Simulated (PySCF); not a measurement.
Molecule: SMILES C[Si](C)(Cl)c1ccccc1. Atoms near the plane z = 0.6 Å, at the GFN2-xTB optimised geometry (x, y, z in Å): C1 (-0.8, -0.8, 1.6), Si2 (-0.2, 0.1, 0.0), C3 (-0.8, 1.9, 0.0), Cl4 (1.9, 0.1, 0.0), H11 (-1.9, -0.8, 1.6), H12 (-0.4, -1.8, 1.6), H15 (-0.4, 2.5, 0.8), H16 (-1.9, 2.0, 0.1).

Level of theory: CAM-B3LYP/def2-SVP in PySCF. The values are rescaled to run from 0 to 1.

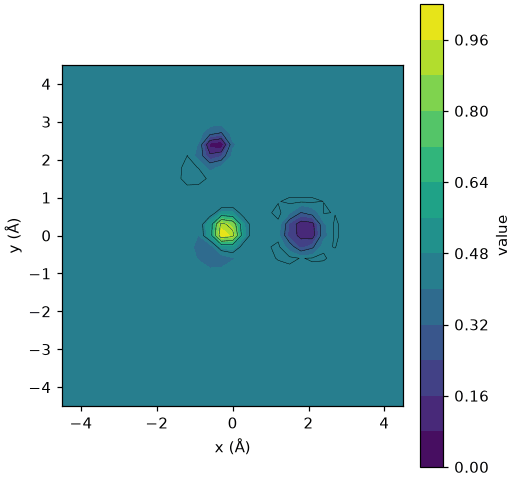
a field on the plane z = 0.6 Å.

Which quantity is mapped?
(A) Laplacian of the electron density
(B) electrostatic potential
(C) deformation density (molecule minus spherical neutral atoms)
(D) an orbital amplitude

A, Laplacian of the electron density. In full: Laplacian of the electron density (e/bohr⁵), clipped to [-1.50, 1.50].
